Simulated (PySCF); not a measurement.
**C2H5GeSi (SMILES [SiH2]C#[C][GeH3]): UBHLYP/cc-pVDZ**

Aim: the vertical ionisation energy of C2H5GeSi at UBHLYP/cc-pVDZ, from 2 runs. Input form: a Python script.

Program for the calculation: PySCF 2.14.0.

1 further run of the same task is left out (set aside as unsound or not needed).

### Step 1. The molecule

C2H5GeSi: 9 atoms, total charge 0, spin state doublet. SMILES: `[SiH2]C#[C][GeH3]`. Geometry: relaxed at PBE0-D4/def2-TZVP.

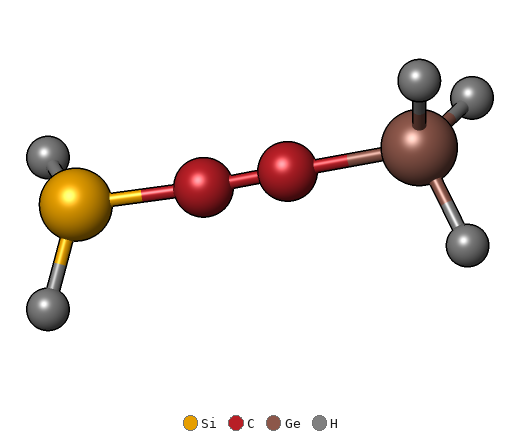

The structure, seen from a chosen angle (silicon amber, carbon red, germanium brown, hydrogen grey).

### Step 2. A single-point energy at UBHLYP/cc-pVDZ

run.py

```python
from pyscf import gto, dft

system = gto.Mole()
system.atom = '''
Si     0.155147     4.415345    -2.751252
C      0.061227     1.525009    -0.955257
C      0.205035    -0.446920     0.223933
Ge     0.381914    -3.521505     2.073219
H     -1.388004     4.236388    -5.085442
H     -0.532714     6.634073    -1.180512
H      3.078931    -4.562933     1.879522
H     -1.505356    -5.396113     0.926911
H     -0.288750    -2.970838     4.836754
'''
system.max_memory = 1860
system.verbose = 3
system.unit = 'bohr'
system.charge = 0
system.basis = 'cc-pvdz'
system.spin = 1
system.build()

mf = dft.UKS(system)
mf.xc = 'bhandhlyp'
mf.conv_tol = 1e-10
mf.grids.level = 5
mf.kernel()
if not mf.converged:
    mf = mf.newton().run(mf.mo_coeff, mf.mo_occ)

etot = mf.e_tot
print('E(%s) = %.9f' % ('BHLYP', etot))
```

The run is started by

```
$ OMP_NUM_THREADS=1 python run.py
```

Log:

```text
converged SCF energy = -2445.49740329479  <S^2> = 0.76362447  2S+1 = 2.0135784
E(BHLYP) = -2445.497403295
```

Run time: 40 s. Hardware: 1 thread of Intel Xeon 6975P-C (Granite Rapids), shared host; peak memory 0.53 GiB.

### Step 3. The singlet cation at the same level

calc.py

```python
from pyscf import gto, dft

mol = gto.M(
    atom='''
Si     0.155147     4.415345    -2.751252
C      0.061227     1.525009    -0.955257
C      0.205035    -0.446920     0.223933
Ge     0.381914    -3.521505     2.073219
H     -1.388004     4.236388    -5.085442
H     -0.532714     6.634073    -1.180512
H      3.078931    -4.562933     1.879522
H     -1.505356    -5.396113     0.926911
H     -0.288750    -2.970838     4.836754
''',
    max_memory=1860,
    spin=0,
    unit='bohr',
    verbose=3,
    basis='cc-pvdz',
    charge=1,
)

ks = dft.RKS(mol, xc='bhandhlyp')
ks.conv_tol = 1e-10
ks.grids.level = 5
ks.kernel()
if not ks.converged:
    ks = ks.newton().run(ks.mo_coeff, ks.mo_occ)

e_tot = ks.e_tot
print('E(%s) = %.9f' % ('BHLYP', e_tot))
```

The run is started by

```
$ OMP_NUM_THREADS=1 python calc.py
```

Log:

```text
converged SCF energy = -2445.20283613779
E(BHLYP) = -2445.202836138
```

Run time: 23 s. Hardware: 1 thread of Intel Xeon 6975P-C (Granite Rapids), shared host; peak memory 0.51 GiB.

### Step 4. Results

Level: UBHLYP/cc-pVDZ.

| quantity | value |
| --- | --- |
| doublet C2H5GeSi: total energy | -2445.49740 Eh |
| doublet C2H5GeSi: dipole moment | 0.60 D |
| doublet C2H5GeSi: HOMO energy (highest over α and β) | -6.89 eV |
| doublet C2H5GeSi: LUMO energy (lowest over α and β) | -1.80 eV |
| doublet C2H5GeSi: ⟨S²⟩ | 0.764 |
| singlet cation: total energy | -2445.20284 Eh |
| singlet cation: HOMO energy | -14.18 eV |
| singlet cation: LUMO energy | -9.03 eV |
| singlet cation: HOMO–LUMO gap | 5.14 eV |
| vertical ionisation energy (to the singlet cation) | 8.016 eV |

**Reading.** Removing an electron at fixed nuclei costs 8.02 eV (773 kJ/mol). Only the singlet of the ionised species was computed; a triplet could lie lower. Mulliken charges (doublet C2H5GeSi) run from -0.14 on C3 to +0.36 on Ge4.
